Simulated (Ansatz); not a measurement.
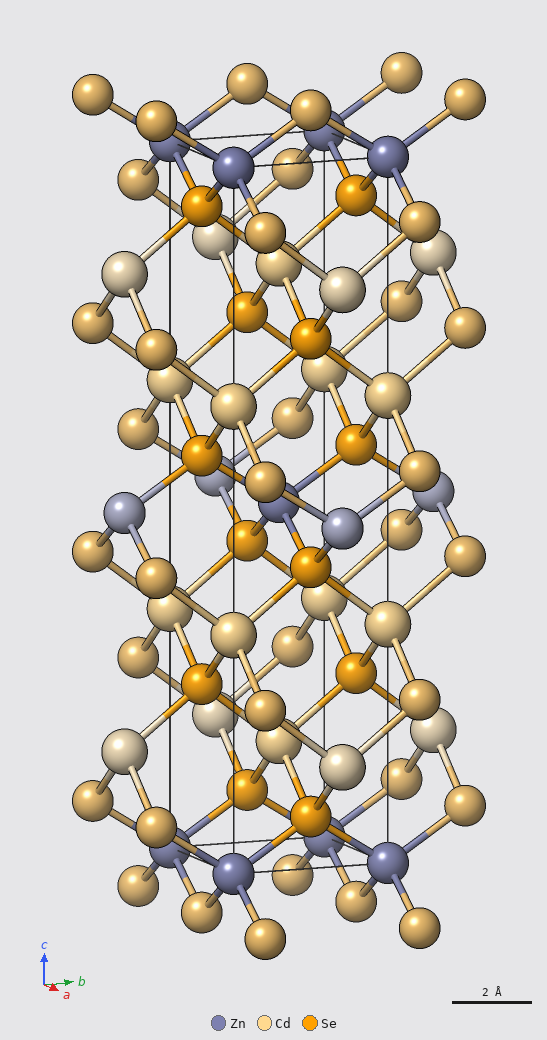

Shown here is a ball-and-stick view of the crystal, taken slightly off an axis. Thin lines show the conventional unit cell, with boundary atoms drawn in all their periodic places. Periodic images bonded to atoms of the box are shown as well, in fainter colours.

ZnCd₂Se₃, space group I-4m2 (No. 119), a = 4.254 Å, b = 4.254 Å, c = 18.269 Å, α = 90.00°, β = 90.00°, γ = 90.00°. Origin of the cell: a structure type filled with these elements by a generator (whether the compound takes this form wasn't checked). Earlier steps of the study may have refined or changed the cell and positions. A calculation with Ansatz used it as input.

This one geometry was computed with Ansatz (DFT, plane waves, PAW) at three levels of theory: LDA, r2SCAN and PBE.

Q: Which level gives the highest pressure at this volume, and what does that say about its equilibrium volume?

A: Highest: PBE (0.0 GPa), which points to the largest equilibrium volume. Lowest, with the smallest volume: LDA (-4.6 GPa). Levels within 0.5 GPa of each other can't be told apart.

Q: How does the band gap change with the level of theory?

A: LDA: a gap of 0.34 eV, direct; PBE: a gap of 0.61 eV, direct; r2SCAN: a gap of 1.11 eV, direct.

Q: Collect the results in a table.

A:
| level | cutoff (eV) | k-mesh of the run's cell | gap (eV) | pressure (GPa) |
| --- | --- | --- | --- | --- |
| LDA | 420 | 10×10×10 | 0.34 | -4.6 |
| r2SCAN | 500 | 10×10×10 | 1.11 | -1.7 |
| PBE | 420 | 10×10×10 | 0.61 | 0.0 |

Gaps are taken on the k-mesh or band path of each run.
